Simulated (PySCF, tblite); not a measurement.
# C4H5F3O: a rotation path, then NMR shifts on frames, part 2 of 2

tblite 0.8.0 and PySCF 2.14.0. Atoms count from 0.

### Step 5. NMR shieldings: image 4, PBE0/pcSseg-1

Job settings and geometry (Å):

```
{"job": {"kind": "nmr", "xc": "PBE0", "basis": "pcSseg-1", "pop": false}, "charge": 0, "multiplicity": 1}
C     -0.574600     1.375400    -0.274300
C     -0.202200     0.119900    -0.082300
C      1.229700    -0.360900    -0.065400
O      2.167000     0.669200    -0.155100
C     -1.244200    -0.947800     0.133100
F     -2.017900    -0.690500     1.203900
F     -0.717800    -2.165200     0.336500
F     -2.077200    -1.067000    -0.912700
H      0.160300     2.141900    -0.452600
H     -1.608300     1.676300    -0.278200
H      1.395600    -1.006200    -0.935000
H      1.391600    -0.971300     0.836600
H      2.093700     1.226900     0.627700
```

With the program's defaults for keys left out, this is: GIAO PBE0/pcSseg-1 NMR shielding, non-relativistic, gas phase.

The log of the run:

```text
coarse grid: 11792 points
cycle   1  E = -529.3070439727  dE =  1.273e+00  |g| = 1.050e+00  |ddm| = 3.210e+00
cycle   2  E = -529.0785655689  dE =  2.285e-01  |g| = 1.600e+00  |ddm| = 1.824e+00
cycle   3  E = -529.4933585323  dE = -4.148e-01  |g| = 1.197e-01  |ddm| = 1.262e+00
cycle   4  E = -529.4956008738  dE = -2.242e-03  |g| = 7.334e-02  |ddm| = 1.562e-01
cycle   5  E = -529.4968754570  dE = -1.275e-03  |g| = 1.484e-02  |ddm| = 6.288e-02
cycle   6  E = -529.4969237745  dE = -4.832e-05  |g| = 3.841e-03  |ddm| = 1.413e-02
cycle   7  E = -529.4969273718  dE = -3.597e-06  |g| = 4.759e-04  |ddm| = 4.134e-03
final grid: 117712 points
cycle   8  E = -529.5739963316  dE = -5.037e-05  |g| = 8.973e-03  |ddm| = 2.918e-02
cycle   9  E = -529.5739845651  dE =  1.177e-05  |g| = 1.239e-02  |ddm| = 1.582e-02
cycle  10  E = -529.5740121360  dE = -2.757e-05  |g| = 1.119e-03  |ddm| = 9.231e-03
cycle  11  E = -529.5740123752  dE = -2.392e-07  |g| = 3.666e-04  |ddm| = 1.093e-03
cycle  12  E = -529.5740124024  dE = -2.720e-08  |g| = 1.569e-04  |ddm| = 3.911e-04
cycle  13  E = -529.5740124082  dE = -5.806e-09  |g| = 2.554e-05  |ddm| = 1.452e-04
cycle  14  E = -529.5740124083  dE = -1.315e-10  |g| = 7.926e-06  |ddm| = 2.754e-05
converged SCF energy = -529.5740124083

GIAO shielding tensors (ppm)
atom      isotropic    diamagn.    paramagn.     s11        s22        s33       span
  0 C       62.796     251.537    -188.742    -54.178     60.072    182.493    236.671
  1 C       33.630     267.164    -233.534    -79.731     47.955    132.666    212.397
  2 C      120.959     240.324    -119.365    100.445    107.353    155.078     54.633
  3 O      312.249     386.851     -74.602    272.875    291.721    372.152     99.277
  4 C       54.484     240.038    -185.554     49.461     50.851     63.140     13.679
  5 F      236.833     473.964    -237.131    161.947    213.469    335.082    173.135
  6 F      270.309     473.729    -203.420    192.631    269.996    348.299    155.668
  7 F      237.221     473.253    -236.031    161.667    217.118    332.878    171.212
  8 H       25.672      31.185      -5.513     22.851     24.398     29.769      6.918
  9 H       25.473      29.807      -4.334     21.803     24.481     30.133      8.330
 10 H       27.072      27.895      -0.824     22.126     28.255     30.834      8.708
 11 H       26.979      29.025      -2.046     21.105     28.205     31.627     10.523
 12 H       31.466      32.155      -0.689     23.065     28.305     43.027     19.961
```

Run time: 49 s. Hardware: 1 thread, shared host.

In short: δ C1 153.3, C4 132.4, C0 124.1, C2 66.0, H9 6.24, H8 6.04 ppm.

### Step 6. Shielding tensors: image 6, PBE0/pcSseg-1

Job settings and geometry (Å):

```
{"job": {"kind": "nmr", "xc": "PBE0", "basis": "pcSseg-1", "pop": false}, "charge": 0, "multiplicity": 1}
C     -0.573800     1.402600    -0.136600
C     -0.209500     0.133900    -0.042200
C      1.212200    -0.364300    -0.163600
O      2.156800     0.661300    -0.239600
C     -1.243200    -0.945100     0.147500
F     -2.322000    -0.519100     0.820200
F     -0.772600    -2.007500     0.823300
F     -1.690100    -1.421200    -1.027900
H      0.159600     2.169300    -0.319900
H     -1.600400     1.714100    -0.049300
H      1.308500    -0.940900    -1.090500
H      1.430000    -1.042500     0.675700
H      2.140200     1.160100     0.585200
```

Method: GIAO PBE0/pcSseg-1 NMR shielding, non-relativistic, gas phase.

The log of the run:

```text
coarse grid: 11792 points
cycle   1  E = -529.3096154999  dE =  1.272e+00  |g| = 1.048e+00  |ddm| = 3.206e+00
cycle   2  E = -529.0827703498  dE =  2.268e-01  |g| = 1.596e+00  |ddm| = 1.814e+00
cycle   3  E = -529.4953064596  dE = -4.125e-01  |g| = 1.180e-01  |ddm| = 1.254e+00
cycle   4  E = -529.4974716687  dE = -2.165e-03  |g| = 7.259e-02  |ddm| = 1.548e-01
cycle   5  E = -529.4987172187  dE = -1.246e-03  |g| = 1.471e-02  |ddm| = 6.282e-02
cycle   6  E = -529.4987641290  dE = -4.691e-05  |g| = 3.907e-03  |ddm| = 1.380e-02
cycle   7  E = -529.4987677531  dE = -3.624e-06  |g| = 5.462e-04  |ddm| = 4.111e-03
final grid: 117712 points
cycle   8  E = -529.5756599442  dE = -4.757e-05  |g| = 8.518e-03  |ddm| = 2.776e-02
cycle   9  E = -529.5756490496  dE =  1.089e-05  |g| = 1.178e-02  |ddm| = 1.522e-02
cycle  10  E = -529.5756742934  dE = -2.524e-05  |g| = 1.115e-03  |ddm| = 8.945e-03
cycle  11  E = -529.5756745299  dE = -2.365e-07  |g| = 3.460e-04  |ddm| = 1.043e-03
cycle  12  E = -529.5756745539  dE = -2.398e-08  |g| = 1.564e-04  |ddm| = 3.802e-04
cycle  13  E = -529.5756745596  dE = -5.705e-09  |g| = 2.508e-05  |ddm| = 1.440e-04
cycle  14  E = -529.5756745597  dE = -1.179e-10  |g| = 8.057e-06  |ddm| = 2.689e-05
converged SCF energy = -529.5756745597

GIAO shielding tensors (ppm)
atom      isotropic    diamagn.    paramagn.     s11        s22        s33       span
  0 C       63.928     251.743    -187.815    -50.732     59.861    182.654    233.386
  1 C       34.973     266.944    -231.971    -78.486     50.252    133.155    211.641
  2 C      121.641     240.444    -118.804    101.270    109.061    154.591     53.321
  3 O      312.795     386.943     -74.148    272.529    292.990    372.868    100.339
  4 C       54.622     240.217    -185.594     49.775     51.469     62.623     12.848
  5 F      254.637     473.392    -218.755    177.437    239.201    347.274    169.837
  6 F      263.744     474.018    -210.274    180.218    267.117    343.897    163.679
  7 F      240.490     473.341    -232.851    153.979    233.928    333.563    179.584
  8 H       25.722      31.161      -5.440     23.047     24.324     29.793      6.746
  9 H       25.459      30.125      -4.666     22.168     24.146     30.062      7.893
 10 H       27.122      27.731      -0.609     22.266     28.273     30.827      8.562
 11 H       26.898      28.941      -2.043     20.743     28.031     31.921     11.178
 12 H       31.480      32.154      -0.673     23.081     28.355     43.005     19.925
```

Wall time 49 s (1 thread, shared host).

Key values: δ C1 152.0, C4 132.3, C0 123.0, C2 65.3, H9 6.26, H8 6.00 ppm.

### Step 7. NMR shieldings: image 8, PBE0/pcSseg-1

Job settings and geometry (Å):

```
{"job": {"kind": "nmr", "xc": "PBE0", "basis": "pcSseg-1", "pop": false}, "charge": 0, "multiplicity": 1}
C     -0.569400     1.430000    -0.004300
C     -0.223100     0.154000    -0.039400
C      1.179100    -0.359000    -0.271800
O      2.146800     0.647100    -0.309200
C     -1.235800    -0.942200     0.151800
F     -2.481900    -0.493300     0.336900
F     -0.946400    -1.711700     1.219800
F     -1.280100    -1.776000    -0.902600
H      0.167200     2.198700    -0.164000
H     -1.584600     1.743600     0.164100
H      1.218700    -0.854300    -1.248400
H      1.413000    -1.112700     0.496400
H      2.192200     1.076100     0.553000
```

Level: GIAO PBE0/pcSseg-1 NMR shielding, non-relativistic, gas phase.

The log of the run:

```text
coarse grid: 11792 points
cycle   1  E = -529.3116209169  dE =  1.271e+00  |g| = 1.046e+00  |ddm| = 3.211e+00
cycle   2  E = -529.0865729449  dE =  2.250e-01  |g| = 1.591e+00  |ddm| = 1.819e+00
cycle   3  E = -529.4965989263  dE = -4.100e-01  |g| = 1.165e-01  |ddm| = 1.260e+00
cycle   4  E = -529.4987020454  dE = -2.103e-03  |g| = 7.188e-02  |ddm| = 1.544e-01
cycle   5  E = -529.4999193189  dE = -1.217e-03  |g| = 1.461e-02  |ddm| = 6.274e-02
cycle   6  E = -529.4999650915  dE = -4.577e-05  |g| = 3.947e-03  |ddm| = 1.364e-02
cycle   7  E = -529.4999687288  dE = -3.637e-06  |g| = 5.796e-04  |ddm| = 4.134e-03
final grid: 117712 points
cycle   8  E = -529.5775712104  dE = -5.117e-05  |g| = 8.877e-03  |ddm| = 2.901e-02
cycle   9  E = -529.5775593724  dE =  1.184e-05  |g| = 1.234e-02  |ddm| = 1.563e-02
cycle  10  E = -529.5775866158  dE = -2.724e-05  |g| = 1.085e-03  |ddm| = 9.113e-03
cycle  11  E = -529.5775868403  dE = -2.245e-07  |g| = 3.599e-04  |ddm| = 1.064e-03
cycle  12  E = -529.5775868664  dE = -2.607e-08  |g| = 1.548e-04  |ddm| = 3.862e-04
cycle  13  E = -529.5775868719  dE = -5.560e-09  |g| = 2.573e-05  |ddm| = 1.450e-04
cycle  14  E = -529.5775868720  dE = -1.244e-10  |g| = 8.316e-06  |ddm| = 2.674e-05
converged SCF energy = -529.5775868720

GIAO shielding tensors (ppm)
atom      isotropic    diamagn.    paramagn.     s11        s22        s33       span
  0 C       65.709     251.636    -185.928    -47.117     61.130    183.114    230.231
  1 C       35.995     267.291    -231.295    -77.608     52.639    132.954    210.563
  2 C      121.737     240.339    -118.603    101.062    109.869    154.279     53.217
  3 O      312.641     386.904     -74.263    272.802    295.071    370.051     97.249
  4 C       54.693     240.593    -185.900     50.702     51.490     61.886     11.184
  5 F      265.419     472.847    -207.427    183.064    262.393    350.800    167.735
  6 F      252.682     474.230    -221.548    163.324    251.238    343.485    180.161
  7 F      253.041     473.731    -220.690    164.826    253.414    340.882    176.056
  8 H       25.764      31.105      -5.341     23.238     24.245     29.809      6.571
  9 H       25.474      30.355      -4.881     22.443     23.934     30.046      7.603
 10 H       27.023      27.733      -0.710     21.776     28.301     30.993      9.217
 11 H       27.007      28.684      -1.677     21.198     28.206     31.618     10.420
 12 H       31.437      32.139      -0.701     23.048     28.310     42.954     19.906
```

Wall time 49 s (1 thread, shared host).

In short: δ C1 150.9, C4 132.2, C0 121.2, C2 65.2, H9 6.24, H8 5.95 ppm.

### Step 8. Side by side: NMR shifts

Shifts (ppm) of some atoms, chosen among heavy atoms and hydrogens apart, with basis size and wall time:

```tsv
frame	C1	C0	H11	H10	F5	F6	F7	functions	time
image 0	150.9	121.1	4.72	4.70	-81.7	-82.2	-94.5	161	63 s
image 2	152.4	122.2	4.63	4.74	-68.5	-94.6	-83.8	161	46 s
image 4	153.3	124.1	4.74	4.65	-65.9	-99.4	-66.3	161	49 s
image 6	152.0	123.0	4.82	4.60	-83.7	-92.8	-69.5	161	49 s
image 8	150.9	121.2	4.71	4.69	-94.5	-81.7	-82.1	161	49 s
```

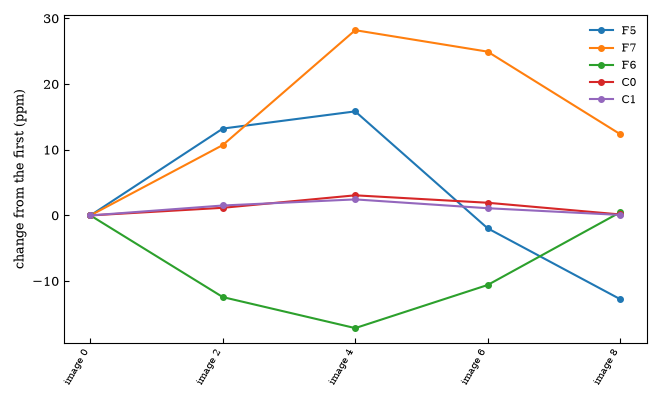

How five of the tabulated atoms move from run to run.

### Step 9. Results

This closing draws on all 2 parts.

```
                                         quantity                               value
                                          barrier  0.036 eV (0.8 kcal/mol) at image 4
                            end to end (GFN2-xTB)                            0.000 eV
  ¹³C shifts against TMS (PBE0/pcSseg-1, image 0)       150.9, 132.2, 121.1, 65.2 ppm
   ¹H shifts against TMS (PBE0/pcSseg-1, image 0)    6.24, 5.93, 4.72, 4.70, 0.30 ppm
  ¹⁷O shifts against H2O (PBE0/pcSseg-1, image 0)                            22.9 ppm
¹⁹F shifts against CFCl3 (PBE0/pcSseg-1, image 0)             -81.7, -82.2, -94.5 ppm
            surface potential, 1st and 99th percentile                  -1.25 V and 2.30 V
                         range of the shift of F5                  -94.5 to -65.9 ppm
```

**Reading.** Along the band the dihedral turns by 121°, and the top (dihedral -119°) lies 0.8 kcal/mol above the start (GFN2-xTB, rough), so at room temperature this motion is fast. The top was not checked by a frequency run. Shifts at one fixed geometry are not the observed spectrum, which averages over the motion. In the first frame run (image 0): Shielding is most anisotropic at C0 (span 230 ppm, paramagnetic term -186 ppm). At PBE0/pcSseg-1, counted by nearest atom on the grid, the HOMO lies on O3 25 %; C0, C1 about 22 % each, the LUMO on C0, C1 about 31 % each; H8, H9 about 9 % each. In ppm, F5 moves most: its shift spreads over 28.6 ppm, from -94.5 (image 8) to -65.9 (image 4).
